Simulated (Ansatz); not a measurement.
# LaBi (Fm-3m): from the cell to its phonons, part 2 of 2

Wanted: vibrations and spectra of LaBi (Fm-3m); the cell is already relaxed. After the zone centre comes a 4×4×4 q mesh on a 12×12×12 k mesh.

Ansatz 0.2.0; DFT PBEsol, scalar-relativistic, plane waves, PAW; PAW set soft_1.

So far. Step 2 (Linear response at the zone centre): Before it was imposed, the acoustic sum rule was missed by 2.2e-5 eV/Å². Small misses are needed for a sound result but don't prove that mesh and cutoff are converged. The lowest optical mode is real, 109 cm⁻¹.

The database entry behind the starting cell differs from later determinations by our own check (about 0.2 % short), so it need not match the best structure at ambient conditions.

### 3. The dispersion (continued)

Interpolated from a 4×4×4 q mesh. The phonon branches at the labelled points (cm⁻¹):

```tsv
point	branch 1	branch 2	branch 3	branch 4	branch 5	branch 6
Γ	0	0	0	109	109	109
X	47	47	60	111	111	122
U	56	64	71	107	120	123
jump to K	56	64	71	107	120	123
Γ	0	0	0	109	109	109
L	80	80	92	92	92	136
W	54	54	85	112	120	120
X	47	47	60	111	111	122
```

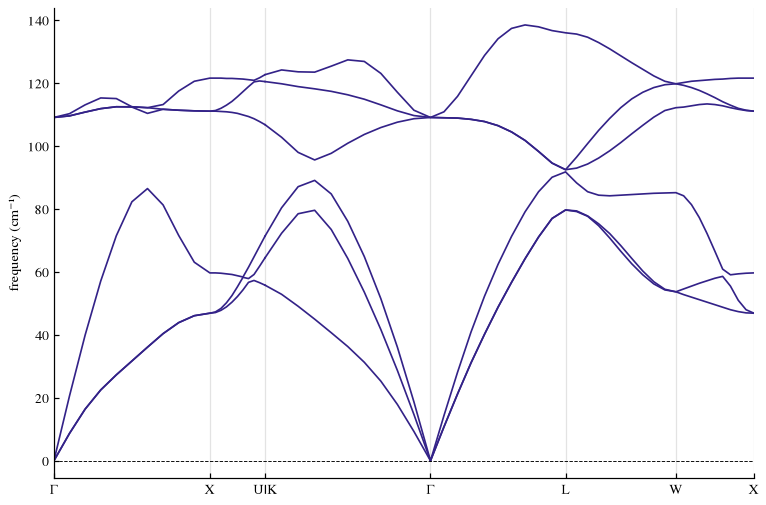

Phonon branches along the path.

Tetrahedra on a 16×16×16 mesh, mean over bins of 2 cm-1. Interpolated from a 4×4×4 q mesh. The phonon density of states by wavenumber; read off at these points:

```tsv
wavenumber (cm⁻¹)	phonon density of states (1/cm⁻¹/cell)
10.0	3.7e-4
20.0	0.00316
30.0	0.0104
40.0	0.0248
50.0	0.0555
60.0	0.0620
70.0	0.0552
80.0	0.0626
85.0	0.0978
90.0	0.00163
100.0	0.059
110.0	0.125
120.0	0.0862
130.0	0.0420
```

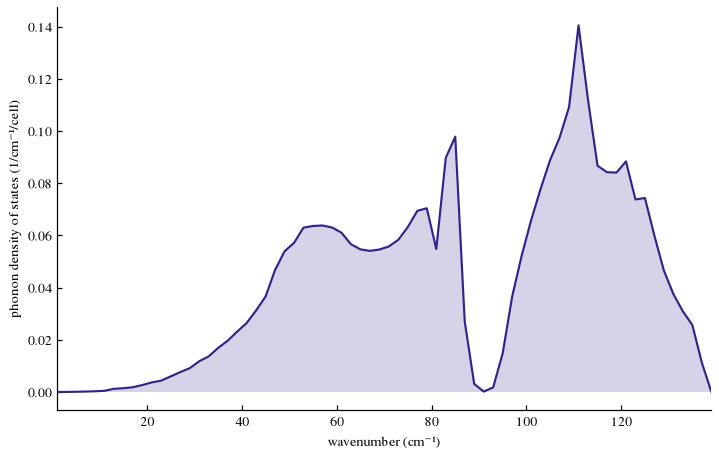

Phonon density of states against wavenumber.

Phonopy on the run's constants, 15x15x15 mesh, Gaussian sigma 2.0 cm-1. Interpolated from a 4×4×4 q mesh. The partial phonon density of states by wavenumber; read off at these points; values in 1/cm⁻¹/cell:

```tsv
wavenumber (cm⁻¹)	Bi	La
-10.0	0	0
0.0	1.1e-4	7.0e-5
10.0	4.0e-4	2.6e-4
20.0	0.00220	0.00140
30.0	0.00642	0.00392
40.0	0.0166	0.00925
50.0	0.0372	0.0174
54.4	0.0425	0.0188
60.0	0.0435	0.0176
70.0	0.0415	0.0126
80.0	0.0607	0.00773
84.0	0.0701	0.00697
90.0	0.00767	0.00152
100.0	0.0128	0.0435
110.0	0.0345	0.0830
111.6	0.0358	0.0837
120.0	0.0212	0.0652
130.0	0.00603	0.0367
140.0	3.4e-4	0.00222
150.0	0	0
```

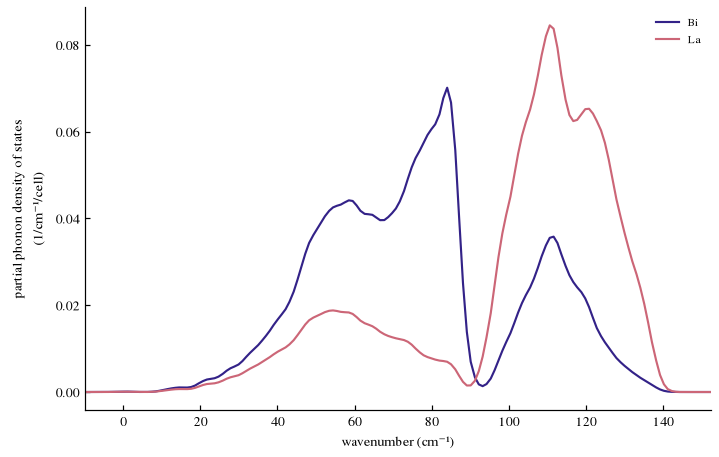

Partial phonon density of states, plotted against wavenumber.

Second derivatives of the energy by pair, one row for each kind of neighbour of each atom listed. Each entry sums the pair over the periodic images of the supercell that the q mesh stands for, and in a polar crystal it holds the long-range dipole part too. Force constants by pair, by row:

```tsv
atom	neighbour	distance (Å)	third of the trace (eV/Å²)	along the pair's line (eV/Å²)
La1	itself	0	5.574	–
La1	Bi	3.279	-0.7054	-1.719
La1	La	4.637	-0.0957	-0.5521
La1	Bi	5.679	-0.0258	0.001
La1	La	6.557	-0.1005	-0.3063
La1	Bi	7.331	0.0303	0.1045
Bi2	itself	0	4.997	–
Bi2	La	3.279	-0.7054	-1.719
Bi2	Bi	4.637	-0.0323	-0.2307
Bi2	La	5.679	-0.0258	0.001
Bi2	Bi	6.557	-0.1048	-0.2817
Bi2	La	7.331	0.0303	0.1045
```

Harmonic thermodynamic functions per atom, from the density of states. Interpolated from a 4×4×4 q mesh. Thermodynamic functions, by row:

```tsv
T (K)	F_vib (meV/atom)	S (J/mol-atom/K)	C_V (J/mol-atom/K)
0	16.51	0	0
50	14.9	9.264	14.91
100	6.56	22.22	21.6
200	-25.56	38.2	24.03
300	-70.58	48.06	24.53
400	-124.2	55.14	24.71
500	-184.3	60.66	24.79
600	-249.6	65.19	24.84
700	-319.2	69.02	24.86
800	-392.5	72.34	24.88
900	-469.1	75.27	24.89
1000	-548.5	77.89	24.9
```

Harmonic mean-square displacement, third of the trace. Interpolated from a 4×4×4 q mesh. Mean square displacements, by row:

```tsv
T (K)	La1 U_eq (Å²)	Bi2 U_eq (Å²)
0	0.00137	0.00119
100	0.00302	0.00311
300	0.00832	0.00884
600	0.01649	0.01758
```

Symmetry leaves 8 wavevectors to solve. The lowest mode among them, the acoustic zeros apart, lies at q = (0, 0.25, 0.25) and is real, 31.7 cm⁻¹.

### 4. Summary of results

```json
{
 "space group (within 0.01 Å)": "Fm-3m",
 "volume per atom": "35.2 Å³",
 "electronic character": "no gap on this mesh",
 "highest optical mode at the zone centre (no LO-TO term)": "109 cm⁻¹",
 "lowest optical zone-centre mode": "109 cm⁻¹",
 "lowest mode on the q mesh (acoustic modes at Γ apart)": "31.7 cm⁻¹",
 "highest frequency on the path or at a solved wavevector": "138 cm⁻¹",
 "zero-point energy per atom": "16.5 meV",
 "heat capacity at 300 K": "24.5 J/(mol atoms K)",
 "vibrational entropy at 300 K": "48.1 J/(mol atoms K)",
 "Debye temperature (second moment)": "173 K",
 "imaginary modes on the 4×4×4 q mesh": "none"
}
```

In words: The structure is a minimum as far as tested: no mode is imaginary at the 8 irreducible wavevectors of the 4×4×4 mesh, and the softest away from the acoustic zeros lies at 32 cm⁻¹. The optical modes at Γ form one degenerate level at 109 cm⁻¹. With no gap, or one that is small against the smearing, the frequencies hang on the k mesh and the smearing, most of all near Kohn anomalies. Spin-orbit coupling is left out, which can matter for the heavy elements here. The PAW files were made for PBE and serve the other functionals too. A phonon run warned that its eigensolver left some bands unconverged in a pass. These are harmonic frequencies at zero temperature: anharmonic shifts, linewidths and thermal expansion are left out.

[Logs are printed without paths, hosts, clocks, repeated set-up lines and the standing remarks that a program may print on its own settings, such as how far it seeks lower states.]

[Hosts, paths, dates, database ids (printed as entryN), source tags and the programs' standing remarks are cut or masked in the printed files.]
